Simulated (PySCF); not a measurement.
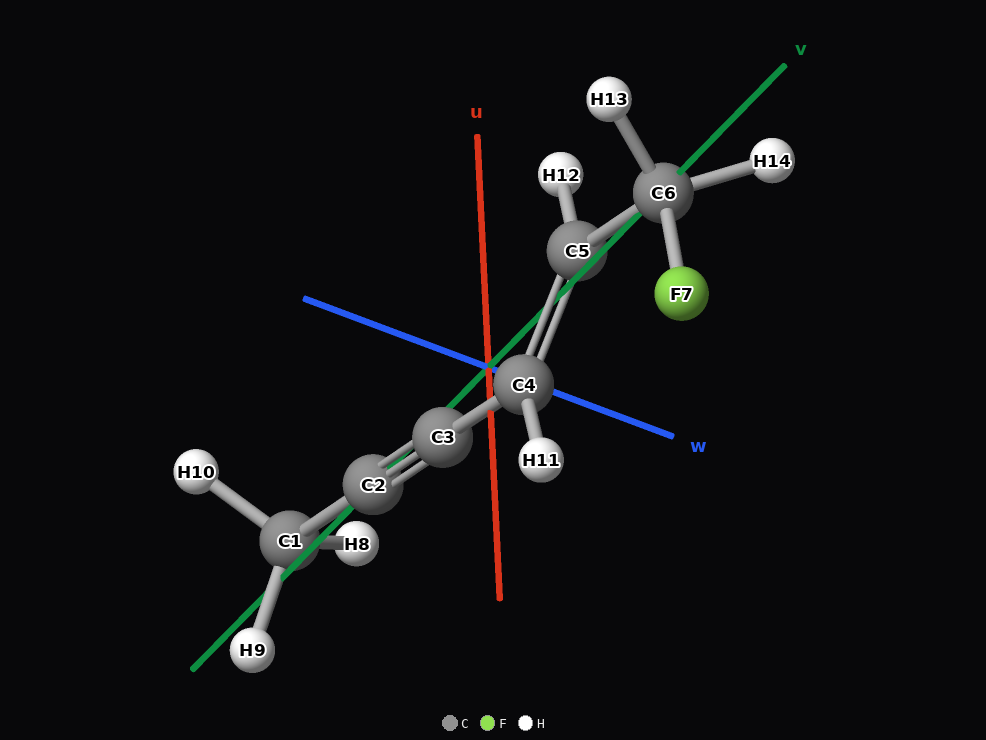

The lines u, v and w are the principal axes of the static dipole polarisability. The geometry was computed by an optimisation with GFN2-xTB. No frequency run is at hand to confirm it as a minimum. Computed with CAM-B3LYP/def2-SVPD (PySCF 2.14.0).

Question: Along which axis is the molecule most polarisable, and along which least?

Answer: Most along v (close to the long direction C1···F7), least along w.

Question: Give the three principal values.

Answer: u 60.3, v 124.0, w 50.7 bohr³; mean 78.4, anisotropy 69.0 bohr³.
